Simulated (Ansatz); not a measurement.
# One shape, several levels: triplet Al2H4Se

Aim: a comparison of 6 runs (UB3LYP/6-31G*, U-r2SCAN/cc-pVDZ, UPBE/cc-pVDZ, UPBE0/cc-pVDZ, USVWN5/cc-pVDZ, UCCSD/cc-pVDZ) of triplet Al2H4Se. 

The calculation is run with Ansatz 0.2.0.

51 further runs of the same task are left out: 51 set aside as unsound or not needed. Runs told in other sessions of the task aren't counted.

## Step 1: The structure to begin with

Al2H4Se: 7 atoms, total charge 0, spin state triplet. As SMILES of the parent species, `[AlH2][AlH][SeH]`. The coordinates come from a PBE0-D4/def2-TZVP relaxation. This is one conformer, not always the lowest. That shape belongs to the parent species and isn't relaxed for this state.

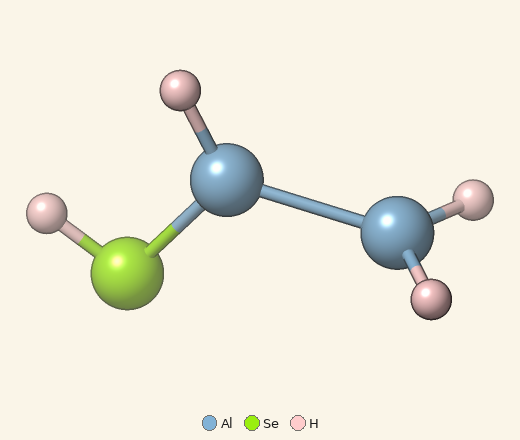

The structure, seen from a chosen angle (aluminium light blue, selenium green, hydrogen pink).

## Step 2: The energy at UB3LYP/6-31G(d) (spherical functions) (run 1)

run.yaml

```yaml
crystal:
  periodic: [false, false, false]
  atoms:
    - symbol: Al
      position_ang: [-1.578100, 0.539600, -0.900300]
    - symbol: Al
      position_ang: [0.683400, 0.231600, 0.310300]
    - symbol: Se
      position_ang: [1.280700, -1.943000, 0.899300]
    - symbol: H
      position_ang: [-1.688000, 0.476100, -2.487900]
    - symbol: H
      position_ang: [-2.924300, 0.803000, -0.090900]
    - symbol: H
      position_ang: [1.737000, 1.353100, 0.713600]
    - symbol: H
      position_ang: [2.550600, -1.528300, 1.510400]
basis:
  gaussian:
    orbitals: 6-31G_st_-spherical.json
accuracy: high
output: {orbitals: {seedname: orbitals}}
magnetization:
  spin_polarized: true
  initial_magnetization: 2
hamiltonian:
  xc: {name: B3LYP}
```

The basis set 6-31G* is read from a file made from the Basis Set Exchange's data (not shown).

Launch:

```console
$ ansatz run run.yaml --threads 1 --pin off --max-ram 2610MiB --events-out events.jsonl --progress --plain --runs-dir runs
```

Output:

```text
Warning: RAYON_NUM_THREADS=1 ignored (pool sized by the plan → 1); use --threads N
Functional definition: B3LYP
  name "B3LYP"
  parameter a0 = 0.2
  parameter ax = 0.72
  parameter ac = 0.81
  exchange = (1 - a0 - ax)*slater_x + ax*b88_x + a0*exact_x
  correlation = (1 - ac)*vwn_rpa_c + ac*lyp_c
1522 factors; integrals over basis functions are off by at most 1.3e-8 eV
mean field evaluation 1: about -78597.9347 eV, gradient 1.0e1 eV
mean field evaluation 2: about -78597.8154 eV, gradient 1.1e1 eV
mean field evaluation 4: about -78598.9422 eV, gradient 5.4e-1 eV
mean field evaluation 8: about -78599.0506 eV, gradient 1.1e-1 eV
mean field evaluation 16: about -78599.0508 eV, gradient 1.6e-3 eV
mean field evaluation 32: about -78599.0508 eV, gradient 9.4e-7 eV
mean field -78599.05078730 eV, -2888.4618400831 hartree, gradient 9.5e-8 eV, S^2 2.002729; 6 other end points of the search recorded, 0 dependent functions left out
reference -78599.05083122 eV, -2888.4618416973 hartree; 33, 31 occupied and 43, 45 virtual orbitals, 1522 factors
Total energy: -78599.05083122 eV, -2888.4618416973 hartree
```

It took 29 s on 1 thread of Arm Neoverse V2, shared host; peak memory 0.39 GiB.

## Step 3: A single-point energy at U-r2SCAN/cc-pVDZ (run 2)

run.yaml

```yaml
crystal:
  periodic: [false, false, false]
  atoms:
    - {symbol: Al, position_ang: [-1.578100, 0.539600, -0.900300]}
    - {symbol: Al, position_ang: [0.683400, 0.231600, 0.310300]}
    - {symbol: Se, position_ang: [1.280700, -1.943000, 0.899300]}
    - {symbol: H, position_ang: [-1.688000, 0.476100, -2.487900]}
    - {symbol: H, position_ang: [-2.924300, 0.803000, -0.090900]}
    - {symbol: H, position_ang: [1.737000, 1.353100, 0.713600]}
    - {symbol: H, position_ang: [2.550600, -1.528300, 1.510400]}
basis:
  gaussian:
    orbitals: cc-pVDZ
magnetization:
  spin_polarized: true
  initial_magnetization: 2
output:
  orbitals: {seedname: orbitals}
hamiltonian:
  xc: {name: r2SCAN}
accuracy: high
```

Launch:

```console
$ ansatz run run.yaml --threads 1 --pin off --max-ram 2610MiB --events-out events.jsonl --progress --plain --runs-dir runs
```

Output:

```text
Warning: RAYON_NUM_THREADS=1 ignored (pool sized by the plan → 1); use --threads N
Functional definition: r2SCAN
  name "r2SCAN"
  parameter k0 = 0.174
  parameter k1 = 0.065
  parameter a1 = 4.9479
  exchange = r2scan_x(k0 = k0, k1 = k1, a1 = a1)
  correlation = r2scan_c
1807 factors; integrals over basis functions are off by at most 4.8e-9 eV
mean field evaluation 1: about -78602.1124 eV, gradient 1.1e1 eV
mean field evaluation 2: about -78600.0002 eV, gradient 1.7e1 eV
mean field evaluation 4: about -78603.4266 eV, gradient 1.1e0 eV
mean field evaluation 8: about -78603.4368 eV, gradient 8.4e-2 eV
mean field evaluation 16: about -78603.4370 eV, gradient 4.8e-4 eV
mean field evaluation 32: about -78600.5226 eV, gradient 9.5e0 eV
mean field evaluation 64: about -78603.3175 eV, gradient 1.7e0 eV
mean field -78603.43695495 eV, -2888.6230287711 hartree, gradient 4.8e-8 eV, S^2 2.007743; 6 other end points of the search recorded, 0 dependent functions left out
reference -78603.43695958 eV, -2888.6230289413 hartree; 33, 31 occupied and 50, 52 virtual orbitals, 1807 factors
Total energy: -78603.43695958 eV, -2888.6230289413 hartree
```

It took 56 s on 1 thread of Arm Neoverse V2, shared host; peak memory 0.45 GiB.

Run 3 isn't shown in full; the table further down has it.

## Step 4: The energy at UPBE0/cc-pVDZ (run 4)

input.yaml

```yaml
crystal:
  periodic: [false, false, false]
  atoms:
    - {symbol: Al, position_ang: [-1.578100, 0.539600, -0.900300]}
    - {symbol: Al, position_ang: [0.683400, 0.231600, 0.310300]}
    - {symbol: Se, position_ang: [1.280700, -1.943000, 0.899300]}
    - {symbol: H, position_ang: [-1.688000, 0.476100, -2.487900]}
    - {symbol: H, position_ang: [-2.924300, 0.803000, -0.090900]}
    - {symbol: H, position_ang: [1.737000, 1.353100, 0.713600]}
    - {symbol: H, position_ang: [2.550600, -1.528300, 1.510400]}
basis:
  gaussian:
    orbitals: cc-pVDZ
magnetization:
  spin_polarized: true
  initial_magnetization: 2
hamiltonian:
  xc: {name: PBE0}
accuracy: high
output:
  orbitals: {seedname: orbitals}
```

Launch:

```console
$ ansatz run input.yaml --threads 1 --pin off --max-ram 2610MiB --events-out events.jsonl --progress --plain --runs-dir runs
```

Output:

```text
Warning: RAYON_NUM_THREADS=1 ignored (pool sized by the plan → 1); use --threads N
Functional definition: PBE0
  name "PBE0"
  parameter a = 0.25
  parameter kappa = 0.804
  parameter beta = 0.06672455060314922
  exchange = (1 - a)*pbe_x(kappa = kappa, mu = beta*pi^2/3) + a*exact_x
  correlation = pbe_c(beta = beta)
1807 factors; integrals over basis functions are off by at most 4.8e-9 eV
mean field evaluation 1: about -78590.1605 eV, gradient 9.5e0 eV
mean field evaluation 2: about -78590.2542 eV, gradient 9.3e0 eV
mean field evaluation 4: about -78591.0861 eV, gradient 5.4e-1 eV
mean field evaluation 8: about -78591.1796 eV, gradient 1.0e-1 eV
mean field evaluation 16: about -78591.1799 eV, gradient 8.7e-4 eV
mean field evaluation 32: about -78591.1799 eV, gradient 1.9e-6 eV
mean field -78591.17988177 eV, -2888.1725896401 hartree, gradient 9.3e-8 eV, S^2 2.004326; 3 other end points of the search recorded, 0 dependent functions left out
reference -78591.17988500 eV, -2888.1725897586 hartree; 33, 31 occupied and 50, 52 virtual orbitals, 1807 factors
Total energy: -78591.17988500 eV, -2888.1725897586 hartree
```

It took 35 s on 1 thread of Arm Neoverse V2, shared host; peak memory 0.46 GiB.

Run 5 isn't shown in full; the table further down has it.

## Step 5: A single-point energy at UCCSD/cc-pVDZ (run 6)

molecule.yaml

```yaml
crystal:
  periodic: [false, false, false]
  atoms:
    - {symbol: Al, position_ang: [-1.578100, 0.539600, -0.900300]}
    - {symbol: Al, position_ang: [0.683400, 0.231600, 0.310300]}
    - {symbol: Se, position_ang: [1.280700, -1.943000, 0.899300]}
    - {symbol: H, position_ang: [-1.688000, 0.476100, -2.487900]}
    - {symbol: H, position_ang: [-2.924300, 0.803000, -0.090900]}
    - {symbol: H, position_ang: [1.737000, 1.353100, 0.713600]}
    - {symbol: H, position_ang: [2.550600, -1.528300, 1.510400]}
basis:
  gaussian: {orbitals: cc-pVDZ}
accuracy: high
magnetization: {spin_polarized: true, initial_magnetization: 2}
correlation: {method: ccsd, frozen_orbitals: {Al: 5, H: 0, Se: 9}}
scf: {omitted_lower_state_checks: [cluster_reference, increment]}
```

Launch:

```console
$ ansatz run molecule.yaml --threads 1 --pin off --max-ram 2610MiB --events-out events.jsonl --progress --plain --runs-dir runs
```

Output:

```text
Warning: RAYON_NUM_THREADS=1 ignored (pool sized by the plan → 1); use --threads N
[... 13 lines left out ...]
19 core orbitals not correlated: weight in the atoms' cores, before any rotation towards them, 1.000 or more for the frozen orbitals, at most 0.000 for the correlated occupied ones
[... 32 lines left out ...]
Total energy: -78537.29172460 eV, -2886.1922363908 hartree
Checks for a lower state left out: cluster_reference, increment
```

Wall time 47 s (1 thread of Arm Neoverse V2, shared host); peak memory 0.61 GiB.

## Step 6: All runs side by side

| run | level | frozen core orbitals | energy (Eh) | HOMO energy (eV) | ⟨S²⟩ | wall time |
| --- | --- | --- | --- | --- | --- | --- |
| 1 | UB3LYP/6-31G* (spherical functions) | – | -2888.461842 | -4.04 | 2.003 | 29 s |
| 2 | U-r2SCAN/cc-pVDZ | – | -2888.623029 | -3.89 | 2.008 | 56 s |
| 3 | UPBE/cc-pVDZ | – | -2888.045480 | -3.60 | 2.004 | 23 s |
| 4 | UPBE0/cc-pVDZ | – | -2888.172590 | -4.40 | 2.004 | 35 s |
| 5 | USVWN5/cc-pVDZ | – | -2883.132524 | -3.59 | 2.003 | 12 s |
| 6 | UCCSD/cc-pVDZ | 19 | -2886.192236 | – | 2.009 | 47 s |

## Step 7: Summary of results

| quantity | value |
| --- | --- |
| run 6: total energy | -2886.19224 Eh |
| run 6: correlation energy (19 core orbitals frozen) | -299.1 mEh |
| run 6: ⟨S²⟩ of the reference determinant | 2.009 |
| run 6: T1 diagnostic | 0.018 |

**Reading.** Totals of different functionals can't be ranked against each other. All runs together took 3.4 min, the longest 56 s.
